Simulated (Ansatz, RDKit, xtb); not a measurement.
**CH10OSeSi3: which of the isomers drawn lies lowest?**

Which of a sample of isomers of CH10OSeSi3 is the most stable in the gas at 298.15 K, and what are its properties? The sample is small against all isomers, and the most stable one of this formula need not be in it.

The funnel: GFN2-xTB relaxations, single points with a density functional, relaxations at PBE0-D3(BJ)/def2-SVP, harmonic vibrations (at GFN2-xTB), and a last energy at a higher level. All values are calculated.

## 1. Candidates

Isomers were taken from a list of plausible structures; this is a sample, not all of them. That gives 5 candidates.

| label | SMILES | spin |
| --- | --- | --- |
| c183 | C[Se][SiH2][SiH2]O[SiH3] | singlet |
| c537 | C[Si@@H]([SiH3])O[SiH2][SeH] | singlet |
| c602 | C[Si@@H]([SiH3])[Se][SiH2]O | singlet |
| c787 | O[Si@@H]([SiH3])[Se]C[SiH3] | singlet |
| c847 | C[Se][Si@@H]([SiH3])[SiH2]O | singlet |

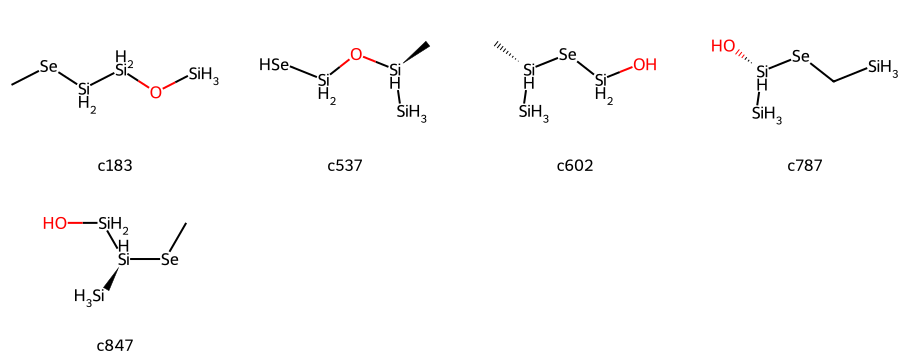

Structural formulas of the candidates.

Candidates are built by distance geometry, with a force field where one applies, in up to four conformers (letters a to d).

## 2. Search with GFN2-xTB

All 20 starts are relaxed the same way. One of them, c602a (taken from a list of plausible isomers, embedded by distance geometry and UFF), in full:

The input, start.xyz:

```xyz
16
c602a
C      0.657934    -0.822833     1.680204
O     -0.423959     5.279779    -0.006332
Se    -0.556387     2.285423     1.403445
Si     0.415214     0.492883     0.416293
Si    -0.879224    -0.241952    -1.213910
Si     0.027648     3.636377    -0.357455
H     -0.329768    -1.137966     2.083705
H      1.151918    -1.695890     1.167674
H      1.309380    -0.391413     2.535836
H      1.765475     0.871682    -0.102080
H     -0.983699     0.792092    -2.276396
H     -2.209971    -0.600252    -0.681984
H     -0.230063    -1.443730    -1.840421
H     -0.668410     3.259235    -1.577954
H      1.508888     3.583082    -0.538447
H      0.152604     5.544482     0.847525
```

Command:

```sh
$ xtb start.xyz --gfn 2 --opt
```

Standard output (excerpt; [...] marks lines left out):

```text
* xtb version 6.7.1
[...]
          :  # basis functions                  58          :
[...]
          :  # electrons                        38          :
[...]
          :  Hamiltonian                  GFN2-xTB          :
[...]
          :  net charge                          0          :
          :  unpaired electrons                  0          :
[...]
   *** convergence criteria satisfied after 16 iterations ***
[...]
   *** GEOMETRY OPTIMIZATION CONVERGED AFTER 20 ITERATIONS ***
[...]
   *** convergence criteria satisfied after 3 iterations ***
[...]
         ::                     SUMMARY                     ::
         :::::::::::::::::::::::::::::::::::::::::::::::::::::
         :: total energy             -19.760198961076 Eh    ::
         :: gradient norm              0.000710803131 Eh/a0 ::
         :: HOMO-LUMO gap              3.814597059221 eV    ::
         ::.................................................::
         :: SCC energy               -19.927524555584 Eh    ::
         :: -> isotropic ES            0.069537375077 Eh    ::
         :: -> anisotropic ES          0.001019130722 Eh    ::
         :: -> anisotropic XC          0.003680895296 Eh    ::
         :: -> dispersion             -0.013441761147 Eh    ::
         :: repulsion energy           0.167325594508 Eh    ::
         :: add. restraining           0.000000000000 Eh    ::
         :: total charge              -0.000000000000 e     ::
         :::::::::::::::::::::::::::::::::::::::::::::::::::::
[...]
        19        2.0000           -0.3639540              -9.9037 (HOMO)
        20                         -0.2237702              -6.0891 (LUMO)
[...]
     #   Z          covCN         q      C6AA      α(0)
     1   6          3.649    -0.194    24.700     7.139
     2   8          1.576    -0.456    22.017     6.332
     3  34          1.739    -0.632   257.919    27.987
     4  14          3.594     0.441    99.657    19.179
     5  14          3.692     0.376   100.311    19.184
     6  14          3.489     0.553    99.684    19.344
     7   1          0.925     0.045     2.377     2.411
     8   1          0.925     0.024     2.670     2.555
     9   1          0.925     0.054     2.271     2.357
    10   1          0.916    -0.080     4.915     3.468
    11   1          0.918    -0.103     5.672     3.725
    12   1          0.918    -0.083     4.989     3.493
    13   1          0.918    -0.113     6.025     3.839
    14   1          0.921    -0.076     4.780     3.419
[...]
     #   Z sym  total        # sym  WBO       # sym  WBO       # sym  WBO
 ---------------------------------------------------------------------------
     1   6      3.984 --     8      0.992     7      0.980     9      0.977
                             4      0.922
     2   8      2.215 --     6      1.251    16      0.874
     3  34      2.016 --     6      0.907     4      0.852
     4  14      3.601 --     1      0.922    10      0.871     3      0.852
                             5      0.806
     5  14      3.633 --    13      0.901    11      0.899    12      0.898
                             4      0.806
     6  14      3.940 --     2      1.251     3      0.907    14      0.873
                            15      0.869
     7   1      0.998 --     1      0.980
     8   1      0.999 --     1      0.992
     9   1      0.997 --     1      0.977
[...]
molecular dipole:
                 x           y           z       tot (Debye)
 q only:        0.329      -0.757      -0.908
   full:        0.434      -0.509      -0.677       2.420
molecular quadrupole (traceless):
[...]
          | TOTAL ENERGY              -19.760198961076 Eh   |
          | GRADIENT NORM               0.000710803131 Eh/α |
          | HOMO-LUMO GAP               3.814597059221 eV   |
           -------------------------------------------------
[...]
```

It took 0.21 s on 4 threads of Arm Neoverse V1, shared host.

## 3. Distinct minima at GFN2-xTB

20 of the 20 relaxations converged. 20 distinct structures remain:

| label | start | SMILES after | spin | energy (kcal/mol) |
| --- | --- | --- | --- | --- |
| c183d | drawn | C[Se][SiH2][SiH2]O[SiH3] | singlet | 0.0 |
| c183a | drawn | C[Se][SiH2][SiH2]O[SiH3] | singlet | 0.9 |
| c183b | drawn | C[Se][SiH2][SiH2]O[SiH3] | singlet | 1.2 |
| c183c | drawn | C[Se][SiH2][SiH2]O[SiH3] | singlet | 1.2 |
| c537b | drawn | C[Si@@H]([SiH3])O[SiH2][SeH] | singlet | 3.5 |
| c537a | drawn | C[Si@@H]([SiH3])O[SiH2][SeH] | singlet | 4.3 |
| c537d | drawn | C[Si@@H]([SiH3])O[SiH2][SeH] | singlet | 4.5 |
| c537c | drawn | C[Si@@H]([SiH3])O[SiH2][SeH] | singlet | 4.6 |
| c602a | drawn | C[Si@@H]([SiH3])[Se][SiH2]O | singlet | 22.6 |
| c602c | drawn | C[Si@@H]([SiH3])[Se][SiH2]O | singlet | 22.6 |
| c602d | drawn | C[Si@@H]([SiH3])[Se][SiH2]O | singlet | 22.7 |
| c602b | drawn | C[Si@@H]([SiH3])[Se][SiH2]O | singlet | 23.0 |
| c787a | drawn | O[Si@@H]([SiH3])[Se]C[SiH3] | singlet | 45.3 |
| c787b | drawn | O[Si@@H]([SiH3])[Se]C[SiH3] | singlet | 45.7 |
| c787d | drawn | O[Si@@H]([SiH3])[Se]C[SiH3] | singlet | 46.6 |
| c787c | drawn | O[Si@@H]([SiH3])[Se]C[SiH3] | singlet | 47.1 |
| c847c | drawn | C[Se][Si@@H]([SiH3])[SiH2]O | singlet | 49.1 |
| c847b | drawn | C[Se][Si@@H]([SiH3])[SiH2]O | singlet | 49.5 |
| c847a | drawn | C[Se][Si@@H]([SiH3])[SiH2]O | singlet | 50.6 |
| c847d | drawn | C[Se][Si@@H]([SiH3])[SiH2]O | singlet | 51.2 |

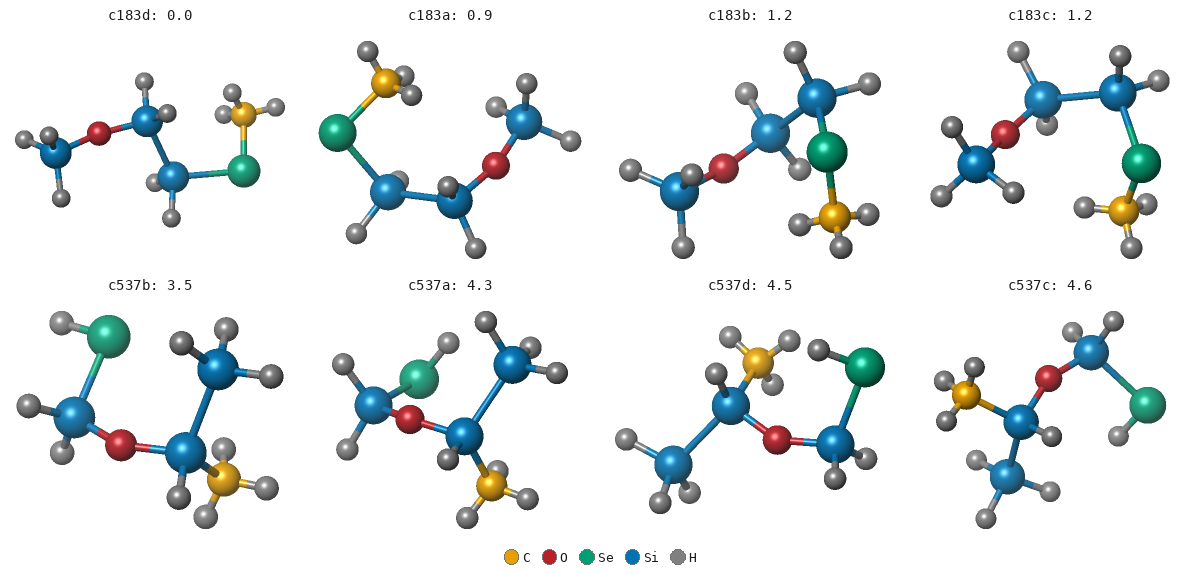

The 8 lowest minima that did not fall apart, with their GFN2-xTB energies in kcal/mol.

## 4. Screening with a density functional

A choice of the minima (the low ones first, few conformers of a pattern, up to a cap) and the lowest that fell apart get a single point at r2SCAN-D4/def2-SVP on the tight-binding geometry, and one at HF/STO-3G for comparison. The lowest singlets are also tried as triplets at the same geometry (label ending in t). Within 30 kcal/mol but not screened, among others: c183b, c183c, c537d, c537c, c602d, c602b. The first, c183d:

The input, input.yaml:

```yaml
crystal:
  periodic: [false, false, false]
  atoms:
    - {symbol: C, position_ang: [-1.092021, -3.773861, 1.727716]}
    - {symbol: O, position_ang: [0.594041, 1.315752, 1.710751]}
    - {symbol: Se, position_ang: [-2.114574, -2.837386, 0.345451]}
    - {symbol: Si, position_ang: [-0.711234, -1.036109, 0.084375]}
    - {symbol: Si, position_ang: [-0.245209, -0.009511, 2.104342]}
    - {symbol: Si, position_ang: [1.099634, 2.769114, 1.207264]}
    - {symbol: H, position_ang: [-0.095396, -3.987443, 1.351290]}
    - {symbol: H, position_ang: [-1.612528, -4.702638, 1.944128]}
    - {symbol: H, position_ang: [-1.040360, -3.156553, 2.620934]}
    - {symbol: H, position_ang: [-1.457225, -0.253414, -0.904872]}
    - {symbol: H, position_ang: [0.462563, -1.565395, -0.631891]}
    - {symbol: H, position_ang: [0.652672, -0.750314, 3.001053]}
    - {symbol: H, position_ang: [-1.413518, 0.426930, 2.877834]}
    - {symbol: H, position_ang: [0.640153, 3.745906, 2.189891]}
    - {symbol: H, position_ang: [2.553345, 2.659443, 1.154147]}
    - {symbol: H, position_ang: [0.502269, 2.990261, -0.108529]}
basis:
  gaussian: {orbitals: def2-SVP}
scf: {lower_state_search: off}
hamiltonian: {xc: {name: r2SCAN}, dispersion: d4}
magnetization: {spin_polarized: false}
```

Command:

```sh
$ ansatz run input.yaml --threads 4 --pin off --max-ram 7830MiB --events-out events.jsonl --progress --plain --runs-dir runs
```

Standard output (excerpt; [...] marks lines left out):

```text
Warning: RAYON_NUM_THREADS=4 ignored (pool sized by the plan → 4); use --threads N
Functional definition: r2SCAN
  name "r2SCAN"
[...]
1815 factors; their error is unknown
[...]
mean field -92209.73272987 eV, -3388.6451758211 hartree, gradient 2.9e-6 eV, S^2 0.000000; 0 other end points of the search recorded, 0 dependent functions left out
reference -92209.73274383 eV, -3388.6451763341 hartree; 50, 50 occupied and 114, 114 virtual orbitals, 1815 factors
Total energy: -92209.84904063 eV, -3388.6494501628 hartree
Checks for a lower state left out: stability, starts, cluster_reference, orbital_swaps, neighbouring_geometries, increment
```

Wall time 2.3 s (4 threads of Arm Neoverse V1, shared host); peak memory 0.24 GiB.

Relative energies in kcal/mol, each column from its lowest structure that stays in one piece:

| label | SMILES | spin | GFN2-xTB | HF/STO-3G | r2SCAN-D4/def2-SVP |
| --- | --- | --- | --- | --- | --- |
| c537a | C[Si@@H]([SiH3])O[SiH2][SeH] | singlet | 4.3 | 6.5 | 0.0 |
| c537b | C[Si@@H]([SiH3])O[SiH2][SeH] | singlet | 3.5 | 7.5 | 1.6 |
| c602c | C[Si@@H]([SiH3])[Se][SiH2]O | singlet | 22.6 | 0.0 | 4.5 |
| c602a | C[Si@@H]([SiH3])[Se][SiH2]O | singlet | 22.6 | 2.9 | 7.3 |
| c183a | C[Se][SiH2][SiH2]O[SiH3] | singlet | 0.9 | 21.1 | 17.1 |
| c183d | C[Se][SiH2][SiH2]O[SiH3] | singlet | 0.0 | 22.4 | 18.5 |
| c602ct | C[Si@@H]([SiH3])[Se][SiH2]O | triplet | – | – | 118.2 |
| c537at | C[Si@@H]([SiH3])O[SiH2][SeH] | triplet | – | – | 126.6 |

Measured from c537a, GFN2-xTB misplaces c183d by 23 kcal/mol against r2SCAN-D4/def2-SVP, so minima dropped on its energies alone could hide the lowest isomer.

## 5. Relaxing the best candidates

3 candidates are relaxed at PBE0-D3(BJ)/def2-SVP (chosen among the lowest in one piece, one conformer a pattern). The first, c537a:

The input, input.yaml:

```yaml
crystal:
  periodic: [false, false, false]
  atoms:
    - {symbol: C, position_ang: [-2.138674, 0.322288, 1.568591]}
    - {symbol: O, position_ang: [-2.626526, 0.883962, -1.206719]}
    - {symbol: Se, position_ang: [-1.895016, -2.174700, -1.875666]}
    - {symbol: Si, position_ang: [-1.776128, 1.459530, 0.086919]}
    - {symbol: Si, position_ang: [0.449217, 1.474358, -0.539131]}
    - {symbol: Si, position_ang: [-3.187316, -0.299306, -2.131812]}
    - {symbol: H, position_ang: [-1.619065, 0.655724, 2.462063]}
    - {symbol: H, position_ang: [-3.201072, 0.289095, 1.798132]}
    - {symbol: H, position_ang: [-1.819694, -0.698020, 1.365926]}
    - {symbol: H, position_ang: [-2.453458, 2.749626, 0.276109]}
    - {symbol: H, position_ang: [1.253474, 2.261414, 0.399782]}
    - {symbol: H, position_ang: [0.678746, 2.040444, -1.874336]}
    - {symbol: H, position_ang: [1.045995, 0.129834, -0.579212]}
    - {symbol: H, position_ang: [-4.509462, -0.705917, -1.686601]}
    - {symbol: H, position_ang: [-3.068606, 0.183862, -3.497922]}
    - {symbol: H, position_ang: [-0.631234, -1.536989, -2.106094]}
basis:
  gaussian:
    orbitals: def2-SVP
scf:
  lower_state_search: off
hamiltonian:
  xc: pbe0
  dispersion: d3bj
relax:
  f_tol: 0.006
```

Command:

```sh
$ ansatz run input.yaml --threads 4 --pin off --max-ram 7830MiB --events-out events.jsonl --progress --plain --runs-dir runs
```

Standard output (excerpt; [...] marks lines left out):

```text
Warning: RAYON_NUM_THREADS=4 ignored (pool sized by the plan → 4); use --threads N
[...]
Functional definition: PBE0
  name "PBE0"
[...]
1695 factors; integrals over basis functions are off by at most 5.4e-4 eV
[...]
mean field -92193.14814737 eV, -3388.0357036556 hartree, gradient 7.6e-6 eV, S^2 0.000000; 0 other end points of the search recorded, 0 dependent functions left out
[...]
reference -92193.14818191 eV, -3388.0357049250 hartree; 50, 50 occupied and 114, 114 virtual orbitals, 1695 factors
relax step   1: F+E_penalty+E_count = -92193.59838953 eV  Δ(F+E_penalty+E_count) = +0.000e0 eV  max|allowed force component| = 8.599e-1 eV/Å  Δτ_max = 0.0000 Å  (15 SCF iters, accepted)
[...]
relax step  10: F+E_penalty+E_count = -92193.90691413 eV  Δ(F+E_penalty+E_count) = -3.446e-4 eV  max|allowed force component| = 4.935e-2 eV/Å  Δτ_max = 0.0257 Å  (19 SCF iters, accepted)
[...]
Atom 7 at    -3.323437     0.515113     1.881226 Å, force     0.000001     0.000464    -0.000386 eV/Å
Atom 8 at    -2.016761    -0.632378     1.463707 Å, force    -0.000192    -0.000140     0.000125 eV/Å
Atom 9 at    -2.138406     2.887010     0.353893 Å, force     0.000257    -0.000179     0.000192 eV/Å
Atom 10 at     1.232869     2.272434     0.250442 Å, force    -0.000882    -0.001338    -0.001024 eV/Å
Atom 11 at     0.635989     1.395540    -1.926432 Å, force    -0.000145    -0.000265     0.001223 eV/Å
Atom 12 at     0.985945    -0.119386    -0.054392 Å, force    -0.000244     0.000476     0.000005 eV/Å
Atom 13 at    -4.240904    -1.150533    -1.498365 Å, force     0.002065     0.001093    -0.000947 eV/Å
Atom 14 at    -3.451971     0.093844    -3.468508 Å, force     0.000809    -0.000943     0.003582 eV/Å
Atom 15 at    -0.549967    -0.928241    -2.969425 Å, force     0.000723     0.000863    -0.001023 eV/Å
Dipole moment:    -0.089272     0.003994     0.100802 e Å
Checks for a lower state left out: stability, starts, cluster_reference, orbital_swaps, neighbouring_geometries, increment
```

Wall time 2.4 min (4 threads of Arm Neoverse V1, shared host); peak memory 0.52 GiB.

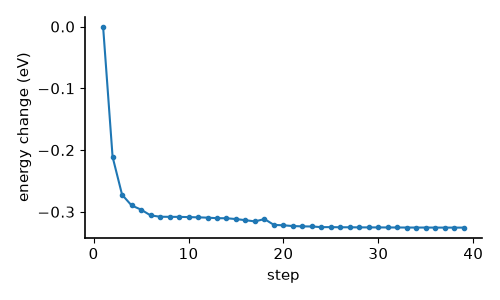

Energy along the run, all evaluated steps.

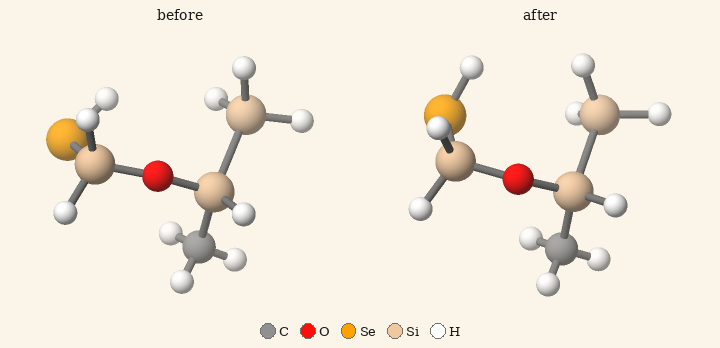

Before and after, at one scale.

After the run. Bond lengths: C1–Si4 1.872 Å, O2–Si4 1.680 Å, Si4–Si5 2.357 Å, O2–Si6 1.650 Å, Se3–Si6 2.287 Å, C1–H7 1.102 Å, C1–H8 1.101 Å, C1–H9 1.101 Å, Si4–H10 1.494 Å, Si5–H11 1.499 Å, Si5–H12 1.498 Å, Si5–H13 1.495 Å, Si6–H14 1.490 Å, Si6–H15 1.486 Å, Se3–H16 1.472 Å. Some angles: C1–Si4–O2 110.2°, C1–Si4–Si5 110.9°, O2–Si4–Si5 110.5°, Si4–O2–Si6 139.1°, O2–Si6–Se3 111.7°, C1–Si4–H10 110.4°, O2–Si4–H10 105.6°, Si5–Si4–H10 109.1°, Si4–C1–H7 110.5°, Si4–C1–H8 110.9°.

## 6. After refinement

| label | spin | r2SCAN-D4/def2-SVP (kcal/mol) | PBE0-D3(BJ)/def2-SVP, relaxed (kcal/mol) | time |
| --- | --- | --- | --- | --- |
| c537a | singlet | 0.0 | 0.0 | 2.4 min |
| c602c | singlet | 4.5 | 4.9 | 76 s |
| c183a | singlet | 17.1 | 16.7 | 2.6 min |

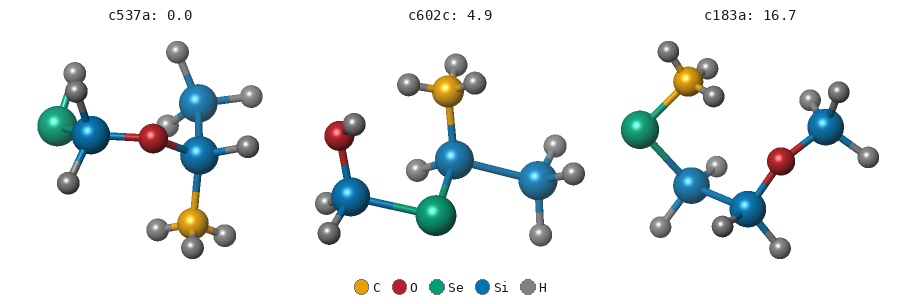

The relaxed structures, with energies at PBE0-D3(BJ)/def2-SVP in kcal/mol.

## 7. Vibrations and thermal terms

The lowest few in one piece go on as finalists. In this search the thermal terms come from GFN2-xTB at its own nearest minimum. The first, c537a:

The input, start.xyz:

```xyz
16
c537a
C     -2.254191     0.429614     1.632145
O     -2.814908     0.987768    -1.173490
Se    -1.362690    -1.798959    -2.105318
Si    -1.837803     1.443578     0.114251
Si     0.438324     1.213303    -0.452873
Si    -3.130850    -0.349312    -2.086609
H     -1.670057     0.775809     2.499777
H     -3.323437     0.515113     1.881226
H     -2.016761    -0.632378     1.463707
H     -2.138406     2.887010     0.353893
H      1.232869     2.272434     0.250442
H      0.635989     1.395540    -1.926432
H      0.985945    -0.119386    -0.054392
H     -4.240904    -1.150533    -1.498365
H     -3.451971     0.093844    -3.468508
H     -0.549967    -0.928241    -2.969425
```

Command:

```sh
$ xtb start.xyz --gfn 2 --ohess tight
```

Standard output (excerpt; [...] marks lines left out):

```text
* xtb version 6.7.1
[...]
          :  # basis functions                  58          :
[...]
          :  # electrons                        38          :
[...]
          :  Hamiltonian                  GFN2-xTB          :
[...]
          :  net charge                          0          :
          :  unpaired electrons                  0          :
[...]
   *** convergence criteria satisfied after 14 iterations ***
[...]
   *** GEOMETRY OPTIMIZATION CONVERGED AFTER 20 ITERATIONS ***
[...]
   *** convergence criteria satisfied after 3 iterations ***
[...]
         ::                     SUMMARY                     ::
         :::::::::::::::::::::::::::::::::::::::::::::::::::::
         :: total energy             -19.789458674535 Eh    ::
         :: gradient norm              0.000341909333 Eh/a0 ::
         :: HOMO-LUMO gap              4.304099435234 eV    ::
         ::.................................................::
         :: SCC energy               -19.954589529094 Eh    ::
         :: -> isotropic ES            0.063740982924 Eh    ::
         :: -> anisotropic ES          0.000152491009 Eh    ::
         :: -> anisotropic XC          0.003820664362 Eh    ::
         :: -> dispersion             -0.014136780635 Eh    ::
         :: repulsion energy           0.165130854559 Eh    ::
         :: add. restraining           0.000000000000 Eh    ::
         :: total charge              -0.000000000000 e     ::
         :::::::::::::::::::::::::::::::::::::::::::::::::::::
[...]
        19        2.0000           -0.3734186             -10.1612 (HOMO)
        20                         -0.2152458              -5.8571 (LUMO)
[...]
molecular dipole:
                 x           y           z       tot (Debye)
 q only:        0.031       1.067       0.326
   full:       -0.461       1.068       0.480       3.199
molecular quadrupole (traceless):
[...]
          | TOTAL ENERGY              -19.789458674540 Eh   |
          | TOTAL ENTHALPY            -19.678485872161 Eh   |
          | TOTAL FREE ENERGY         -19.732753792964 Eh   |
          | GRADIENT NORM               0.000341752823 Eh/α |
[...]
```

Wall time 0.44 s (4 threads of Arm Neoverse V1, shared host); peak memory 0.1 GiB.

## 8. Thermal terms of the finalists

As xtb prints them, at 298.15 K, with its own treatment of low modes:

| label | SMILES | spin | lowest mode (cm⁻¹) | zero-point (kcal/mol) | G − E (kcal/mol) |
| --- | --- | --- | --- | --- | --- |
| c537a | C[Si@@H]([SiH3])O[SiH2][SeH] | singlet | 13 | 60.9 | 35.6 |
| c602c | C[Si@@H]([SiH3])[Se][SiH2]O | singlet | 22 | 62.9 | 37.7 |
| c183a | C[Se][SiH2][SiH2]O[SiH3] | singlet | 22 | 61.3 | 35.9 |

(Part 1 of 2 ends here.)
